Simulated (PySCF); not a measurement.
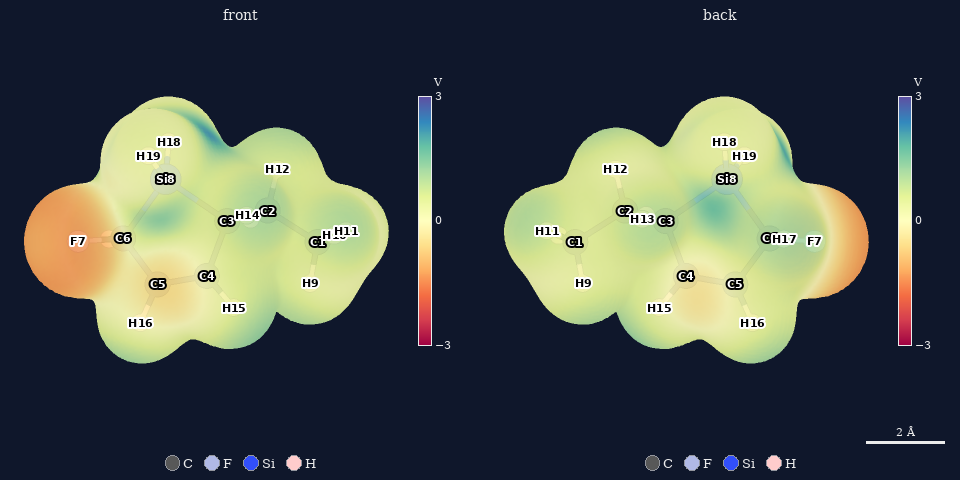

Figure. C$_{6}$H$_{11}$FSi. The molecular electrostatic potential painted on the density surface at 0.004 e/bohr³, seen from the front and from behind; the colour scale runs from red (negative) to blue (positive).

Geometry: GFN2-xTB.

These are results of PBE0/def2-SVPD, SCF density, gas phase in PySCF 2.14.0, not measurements.

```yaml
atoms:
  - { symbol: C, position_ang: [2.5766, -0.5709, -0.0355] }
  - { symbol: C, position_ang: [1.4458, 0.4358, -0.2193] }
  - { symbol: C, position_ang: [0.2397, 0.1631, 0.6930] }
  - { symbol: C, position_ang: [-0.4439, -1.1304, 0.3450] }
  - { symbol: C, position_ang: [-1.6763, -1.1126, -0.1344] }
  - { symbol: C, position_ang: [-2.3556, 0.2122, -0.3043] }
  - { symbol: F, position_ang: [-3.6075, 0.1952, 0.3106] }
  - { symbol: Si, position_ang: [-1.1504, 1.4715, 0.5148] }
  - { symbol: H, position_ang: [2.2676, -1.5668, -0.3427] }
  - { symbol: H, position_ang: [2.8868, -0.6104, 1.0071] }
  - { symbol: H, position_ang: [3.4371, -0.2841, -0.6364] }
  - { symbol: H, position_ang: [1.8251, 1.4366, -0.0003] }
  - { symbol: H, position_ang: [1.1173, 0.4266, -1.2611] }
  - { symbol: H, position_ang: [0.6190, 0.0913, 1.7180] }
  - { symbol: H, position_ang: [0.0965, -2.0550, 0.4868] }
  - { symbol: H, position_ang: [-2.2287, -2.0040, -0.3920] }
  - { symbol: H, position_ang: [-2.5725, 0.4035, -1.3630] }
  - { symbol: H, position_ang: [-0.8062, 2.5635, -0.3969] }
  - { symbol: H, position_ang: [-1.6801, 1.9442, 1.7907] }
```

Which sites attract a positive test charge, and which a negative one?

A positive charge is drawn to the negative regions and a negative charge to the positive ones. The most negative region (about −1.3 V) lies over F7, the most positive (about +2.0 V) over Si8.

What dipole moment does the calculation give?

Its dipole moment is 2.46 D.
